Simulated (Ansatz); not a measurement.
A series of calculations on H6C2O

## 1. Relaxation

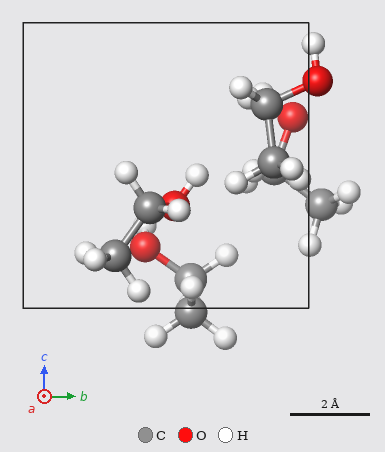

An amorphous cell of composition H6C2O, before the relaxation. The picture is a ball-and-stick view of the cell of the calculation, seen along the a axis.

The cell holds 4 CH3CH2OH. The run prepares the start of a later molecular dynamics calculation, from a guessed geometry.

Method: Ansatz, DFT PBEsol, scalar-relativistic, plane waves, PAW.

The input:
```yaml
accuracy: low
crystal:
  lattice:
    - [7.293633, 0.0, 0.0]
    - [0.0, 7.293633, 0.0]
    - [0.0, 0.0, 7.293633]
  atoms:
    - { symbol: C, position: [0.9511846, 0.8787867, 0.5110029] }
    - { symbol: C, position: [0.9179531, 0.8540146, 0.714112] }
    - { symbol: O, position: [0.9256715, 1.0316134, 0.7957788] }
    - { symbol: H, position: [0.9044427, 1.0169981, 0.9264352] }
    - { symbol: H, position: [0.7835518, 0.7898568, 0.7372651] }
    - { symbol: H, position: [1.0225997, 0.7629897, 0.7730998] }
    - { symbol: H, position: [0.9469612, 0.7467402, 0.4401748] }
    - { symbol: H, position: [0.8464432, 0.9682913, 0.452487] }
    - { symbol: H, position: [1.0852075, 0.9414561, 0.4882792] }
    - { symbol: C, position: [0.586317, 0.5883924, -0.014632] }
    - { symbol: C, position: [0.4147522, 0.5876389, 0.1017133] }
    - { symbol: O, position: [0.4224635, 0.4280545, 0.2146015] }
    - { symbol: H, position: [0.3126387, 0.4264487, 0.2899096] }
    - { symbol: H, position: [0.4083679, 0.712707, 0.1855775] }
    - { symbol: H, position: [0.2923936, 0.5855442, 0.0137361] }
    - { symbol: H, position: [0.5886177, 0.7081294, -0.1047902] }
    - { symbol: H, position: [0.7076336, 0.5916408, 0.0729906] }
    - { symbol: H, position: [0.5917968, 0.4646288, -0.098647] }
    - { symbol: C, position: [0.9445631, 0.3227372, 0.1834536] }
    - { symbol: C, position: [0.9432943, 0.4440699, 0.3515252] }
    - { symbol: O, position: [0.7681996, 0.5310464, 0.3584033] }
    - { symbol: H, position: [0.7661546, 0.6093664, 0.4660935] }
    - { symbol: H, position: [0.9673522, 0.3615203, 0.4753104] }
    - { symbol: H, position: [1.0538457, 0.5461305, 0.3426912] }
    - { symbol: H, position: [1.0759585, 0.25178, 0.1703742] }
    - { symbol: H, position: [0.8354093, 0.2207602, 0.1930508] }
    - { symbol: H, position: [0.9218002, 0.4051514, 0.060589] }
    - { symbol: C, position: [0.4535873, 1.0453347, 0.3631014] }
    - { symbol: C, position: [0.4521627, 0.8798653, 0.4879577] }
    - { symbol: O, position: [0.4165246, 0.9447126, 0.669052] }
    - { symbol: H, position: [0.4153613, 0.8391938, 0.7502911] }
    - { symbol: H, position: [0.3460233, 0.7824127, 0.4437601] }
    - { symbol: H, position: [0.5848653, 0.8087155, 0.4813439] }
    - { symbol: H, position: [0.480386, 1.0044914, 0.221382] }
    - { symbol: H, position: [0.3212942, 1.1151178, 0.369003] }
    - { symbol: H, position: [0.5598529, 1.1413894, 0.4065422] }
basis:
  ecutwfc: 420.0
kpoints:
  mp_grid: { grid: [1, 1, 1] }
hamiltonian:
  xc: pbesol
scf:
  occupations: { method: fermi_dirac, width: 0.05 }
  lower_state_search: "off"
relax:
  f_tol: 0.3
  max_steps: 15
  adjacent_minimum: "off"
```

Launched with:
```bash
ansatz run input.yaml --threads 1 --pin off --max-ram 3072MiB --backend cpu --events-out ev --progress --plain --runs-dir out
```

Question: Where does the relaxation end?

Answer: After 2 geometry steps the energy has fallen by 10.7 meV per atom. The largest force component goes from 0.69 to 0.19 eV/Å. The largest move is that of H9, 0.38 Å along [1 3 2]. By element the largest moves are H 0.38 Å, C 0.28 Å, O 0.23 Å. The lattice vectors keep their values. Near-neighbour distances that change, for instance: C20–H24 1.099 → 1.119 Å, C28–H35 1.092 → 1.105 Å, C10–H16 1.093 → 1.104 Å, C11–H14 1.099 → 1.107 Å. Cost: 7.8 s on 1 thread of Arm Neoverse V2, with other jobs on the host, peak memory 0.39 GiB.

Final geometry:

```xyz
36
Lattice="7.2936 0.0000 0.0000 0.0000 7.2936 0.0000 0.0000 0.0000 7.2936" Properties=species:S:1:pos:R:3 pbc="T T T"
C     7.0591    6.6530    3.8061
C     6.7170    6.3947    5.2508
O     6.6711    0.3626    5.9062
H     6.4589    0.2234    6.8448
H     5.7322    5.8769    5.3311
H     0.1835    5.7290    5.7153
H     7.1425    5.7152    3.2297
H     6.2734    7.2654    3.3331
H     0.7339    7.1766    3.7500
C     4.1342    4.2831    7.0991
C     2.8689    4.3028    0.6254
O     2.8825    3.1849    1.5012
H     2.1006    3.2401    2.0806
H     2.8244    5.2432    1.2083
H     1.9730    4.2723    7.2602
H     4.1805    5.1625    6.4329
H     5.0000    4.3348    0.4849
H     4.2071    3.3668    6.4903
C     6.9718    2.1765    1.3243
C     7.0012    3.0342    2.5653
O     5.7511    3.6968    2.6565
H     5.7148    4.2059    3.4902
H     7.1833    2.4277    3.4750
H     0.5344    3.7831    2.4815
H     0.6270    1.6301    1.1991
H     6.1295    1.4657    1.3958
H     6.8158    2.7897    0.4228
C     3.3546    0.3022    2.6754
C     3.3087    6.3992    3.5905
O     2.9063    6.8474    4.8789
H     2.8696    6.0772    5.4713
H     2.5928    5.6387    3.2080
H     4.3085    5.9122    3.6284
H     3.6430    0.0285    1.6484
H     2.3580    0.7776    2.6256
H     4.0672    1.0624    3.0419
```

After the run, drawn alike:

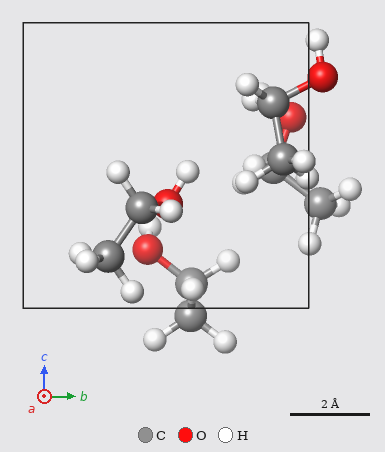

Limits of the set-up: the program's low-accuracy preset was used; the periodic images lie only 7.3 Å apart, so the values are limited by the cell's size.

## 2. Dynamics

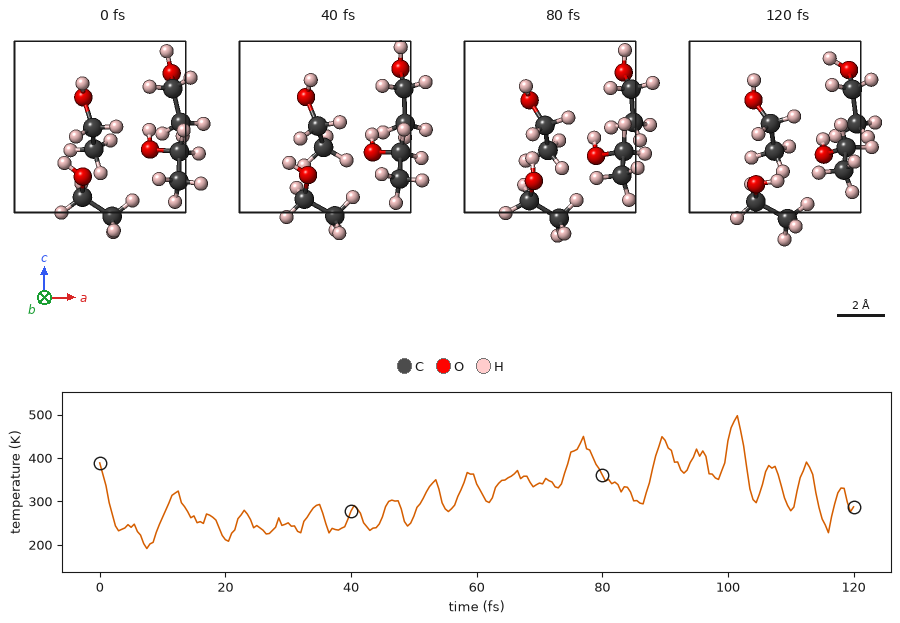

Molecular dynamics of a periodic cell with 4 CH3CH2OH at 0.789 g/cm³, 120 fs long. Frames and the history of the run. Style: ball-and-stick. Shown: the simulation cell, along the b axis. Atoms that leave the cell re-enter on the other side.

These are results of DFT PBEsol, scalar-relativistic, plane waves, PAW (Ansatz), not measurements. Run with plane-wave cutoff 420 eV; k-point mesh 1 × 1 × 1; Fermi-Dirac smearing 0.05 eV; low-accuracy preset; Langevin thermostat (NVT); set temperature 400 K; time step 0.5 fs; friction 0.02 per fs.

Describe the run.

Answer. In the second half of the run the atoms are, in the root-mean-square, this far from where they began (common drift taken out): H 0.57 Å, O 0.36 Å, C 0.33 Å. The heavy atoms stay within a fraction of a molecule's size of their starting places; so short a run doesn't tell a liquid from a solid. Over the second half the temperature averages 357 K (spread ±50 K). The potential energy in the second half lies on average 33.8 meV per atom above the first frame.

Limits of the set-up: the program's low-accuracy preset was used; the periodic images lie only 7.3 Å apart, so the values are limited by the cell's size.

## 3. Dynamics

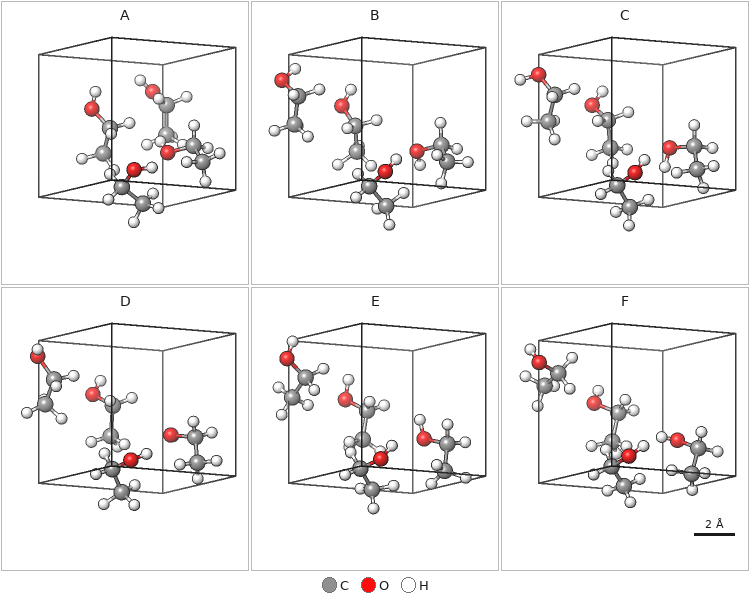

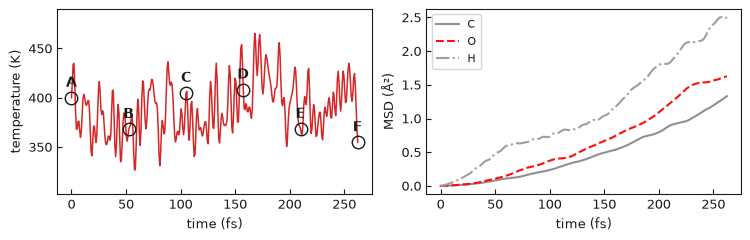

Molecular dynamics of a periodic cell with 4 CH3CH2OH at 0.789 g/cm³, 262 fs long. It starts from the last geometry of an earlier run, with fresh velocities. Frames (A at 0 fs, B at 52 fs, C at 105 fs, D at 158 fs, E at 210 fs, F at 262 fs) and the history of the run. A ball-and-stick model of the simulation cell, seen from a free direction. Atoms that leave the cell re-enter on the other side.

Level of theory: DFT PBEsol, scalar-relativistic, plane waves, PAW (Ansatz 0.2.0). Settings: plane-wave cutoff 420 eV; k-point mesh 1 × 1 × 1; Fermi-Dirac smearing 0.05 eV; low-accuracy preset; constant energy (NVE); velocities drawn for 400 K; time step 0.75 fs.

Input file:
```yaml
accuracy: low
crystal:
  lattice:
    - [7.293633, 0.0, 0.0]
    - [0.0, 7.293633, 0.0]
    - [0.0, 0.0, 7.293633]
  atoms:
    - { symbol: C, position: [0.98462385, 0.92832396, 0.49517731] }
    - { symbol: C, position: [0.95860241, 0.87946161, 0.69613262] }
    - { symbol: O, position: [0.93936139, 1.03945747, 0.80915458] }
    - { symbol: H, position: [0.82657117, 1.01737691, 0.87735897] }
    - { symbol: H, position: [0.84055158, 0.78812685, 0.72179787] }
    - { symbol: H, position: [1.06963069, 0.7954308, 0.75245967] }
    - { symbol: H, position: [1.0493669, 0.81296503, 0.41727314] }
    - { symbol: H, position: [0.86052967, 0.98202487, 0.42458885] }
    - { symbol: H, position: [1.09181038, 1.03424398, 0.50213741] }
    - { symbol: C, position: [0.57970109, 0.56034175, -0.05997186] }
    - { symbol: C, position: [0.39510826, 0.53514992, 0.04029089] }
    - { symbol: O, position: [0.39641962, 0.36949671, 0.14142971] }
    - { symbol: H, position: [0.52069213, 0.33526472, 0.16140723] }
    - { symbol: H, position: [0.36737212, 0.65125044, 0.14316403] }
    - { symbol: H, position: [0.28464341, 0.5313092, -0.05612562] }
    - { symbol: H, position: [0.56249091, 0.65580887, -0.18022733] }
    - { symbol: H, position: [0.69621556, 0.62007505, 0.02591485] }
    - { symbol: H, position: [0.62752787, 0.42765465, -0.10420865] }
    - { symbol: C, position: [0.90923312, 0.30587673, 0.22482869] }
    - { symbol: C, position: [0.92278503, 0.45087553, 0.35696737] }
    - { symbol: O, position: [0.79242438, 0.58171087, 0.31510882] }
    - { symbol: H, position: [0.78744558, 0.67478987, 0.40459715] }
    - { symbol: H, position: [0.89273493, 0.39090987, 0.48935144] }
    - { symbol: H, position: [1.07257088, 0.5104381, 0.35880909] }
    - { symbol: H, position: [0.97177828, 0.17545788, 0.27377194] }
    - { symbol: H, position: [0.76260424, 0.27087152, 0.2091211] }
    - { symbol: H, position: [0.9580832, 0.34681339, 0.09575183] }
    - { symbol: C, position: [0.50381611, 0.97340947, 0.33603944] }
    - { symbol: C, position: [0.4805759, 0.84356555, 0.49645945] }
    - { symbol: O, position: [0.38148446, 0.92294399, 0.63306626] }
    - { symbol: H, position: [0.3843597, 0.8788506, 0.74931051] }
    - { symbol: H, position: [0.40939184, 0.70755482, 0.43484719] }
    - { symbol: H, position: [0.61858611, 0.81098681, 0.53815511] }
    - { symbol: H, position: [0.55254669, 0.91160182, 0.21588096] }
    - { symbol: H, position: [0.36955961, 1.03865199, 0.2975754] }
    - { symbol: H, position: [0.58889538, 1.09574583, 0.36228347] }
basis:
  ecutwfc: 420.0
kpoints:
  mp_grid: { grid: [1, 1, 1] }
hamiltonian:
  xc: pbesol
scf:
  occupations: { method: fermi_dirac, width: 0.05 }
  lower_state_search: "off"
md:
  timestep: 0.75
  n_steps: 350
  ensemble: nve
  temperature: 400.0
  initial_velocities: maxwell_boltzmann
  seed: 902659
```

Launched with:
```bash
ansatz run input.yaml --threads 1 --pin off --max-ram 3072MiB --backend cpu --events-out ev --progress --plain --runs-dir out
```

Describe the run.

Over the second half the temperature averages 400 K (spread ±25 K). The potential energy in the second half lies on average 0.2 meV per atom below the first frame. In the second half of the run the atoms are, in the root-mean-square, this far from where they began (common drift taken out): H 1.30 Å, O 1.05 Å, C 0.90 Å. The molecules turn and drift from their places.

Limits of the set-up: the program's low-accuracy preset was used; the periodic images lie only 7.3 Å apart, so the values are limited by the cell's size.
